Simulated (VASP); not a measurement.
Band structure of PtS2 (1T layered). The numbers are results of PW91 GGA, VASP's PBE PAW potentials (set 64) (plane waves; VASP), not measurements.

Without a dispersion term in the relaxation, distances and binding between the weakly bound layers, chains or molecules are unreliable, and so is what depends on them. Unless said otherwise, spin-orbit coupling is left out, though it shifts the bands of the heavy elements here.

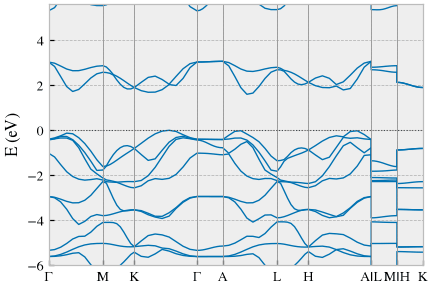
Fig. 1. Bands along high-symmetry lines, zero at the valence-band maximum or, without a gap, the Fermi level

Task: Read the plot: is there a gap, and where are the band edges?

Result: The gap is indirect, 1.60 eV, from the valence maximum at K-Γ at 0.56 to the conduction minimum at A-L at 0.44. (Edges off the drawn lines would not show.)

The compound is PtS2 in the 1T layered structure. It was relaxed first, which changed the volume by +33 %.
